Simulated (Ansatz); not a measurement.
```tsv
atom	x (Å)	y (Å)	z (Å)
Al	0.3988	-0.4835	-0.7676
Cl	-1.1370	-2.0003	-0.4169
O	1.2778	-0.4830	0.9671
Sn	-2.1354	0.7999	-0.7674
H	2.2114	-0.2230	1.1345
H	0.9092	-0.8987	1.7788
H	1.5615	-0.4194	-1.8197
H	-2.6918	0.8094	0.9314
```

Geometry: BLYP-D3(BJ)/def2-SVP; core potentials replace the inner electrons of Sn.

Theory: Ansatz 0.2.0, isolated molecule in a Gaussian basis; Kohn-Sham density functional theory, functional PBE0.

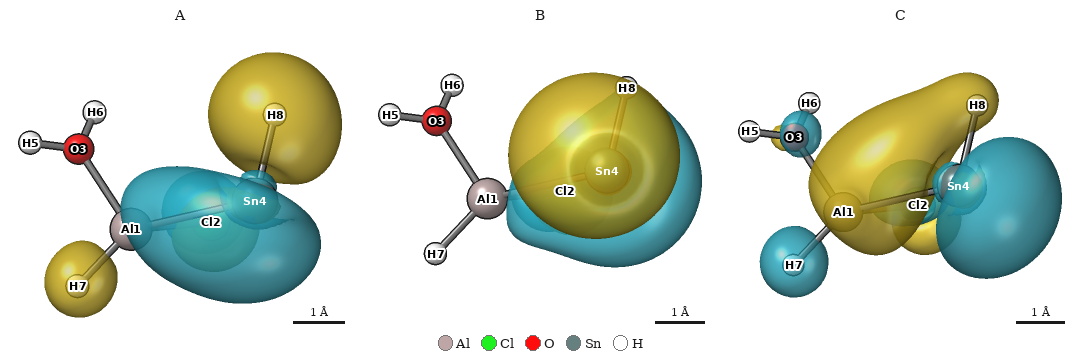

AlClH₄OSn (charge +1, doublet). Three frontier orbitals at ±0.08 Å⁻³ᐟ² (yellow and cyan are the two phases), in no order.

Order the three orbitals by energy and name them. All are α orbitals.

Answer. A is the HOMO−1 (α) (−12.12 eV). By Hirshfeld shares it lies mainly on Sn4 (about 50 %), H8 (about 30 %), Al1 (about 10 %) and Cl2 (about 10 %). C is the HOMO (α) (−10.67 eV). By Hirshfeld shares it lies mainly on Sn4 (about 60 %), Al1 (about 20 %) and Cl2 (about 5 %). B is the LUMO (α) (−6.94 eV). Its weight (Hirshfeld) is mainly on Sn4 (about 80 %) and Cl2 (about 10 %).

What is the gap between the highest occupied and lowest empty α orbitals?

Answer. 3.73 eV between the orbital energies.
